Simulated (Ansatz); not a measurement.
BAs (zinc blende)

```cif
data_As4B4
_chemical_formula_sum 'As4 B4'
_space_group_name_H-M_alt 'F-43m'
_space_group_IT_number 216
_space_group_name_Hall 'F -4 2 3'
_cell_length_a 4.76772
_cell_length_b 4.76772
_cell_length_c 4.76772
_cell_angle_alpha 90.000
_cell_angle_beta 90.000
_cell_angle_gamma 90.000
loop_
_atom_site_label
_atom_site_type_symbol
_atom_site_symmetry_multiplicity
_atom_site_Wyckoff_symbol
_atom_site_fract_x
_atom_site_fract_y
_atom_site_fract_z
_atom_site_occupancy
As1 As 4 c 0.25000 0.25000 0.25000 1
B1 B 4 a 0.00000 0.00000 0.00000 1
```
(The calculation used a cell of 2 atoms; values per cell refer to that cell.)

Two coordinates are scanned: the volume, and the ratio of the stretch along z (the conventional c axis) to the stretch across it. Atoms keep their fractional coordinates.

The numbers are results of PBEsol (plane waves to 420 eV, PAW, scalar-relativistic; Ansatz, a program for electronic structure), not measurements. k mesh 12×12×12 (Γ-centred), Fermi-Dirac smearing 0.05 eV. E stands for the smeared free energy. As the smearing reaches across the gap at some points, the response to shear is sensitive to the k mesh, so small differences along c/a are uncertain. BAs was relaxed with its symmetry unable to fall. The PAW data are Ansatz's earlier set. The zero of ΔE is the relaxed starting cell.

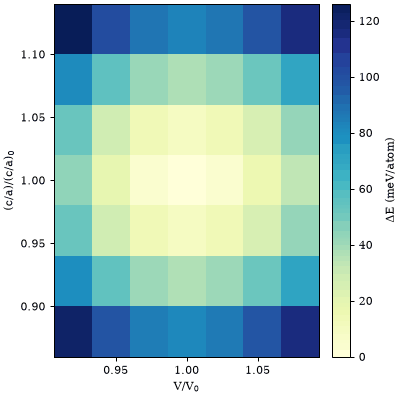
*ΔE (meV/atom) over the 7×7 grid of computed points.*

The shear modulus C′ = (C11 − C12)/2 (fit, atoms clamped) is 100 GPa. Highest place on the grid: V/V₀ = 0.920, (c/a)/(c/a)₀ = 1.120 (126 meV/atom). Lowest place on the grid: V/V₀ = 1.000, (c/a)/(c/a)₀ = 1.000 (0 meV/atom).

Near the relaxed cell σzz − σxx = −2Cδ (compression positive), C being this modulus and δ the logarithm of the ratio.

(Under strain, the slope of the energy per volume gives the stress and its curvature an elastic modulus.)
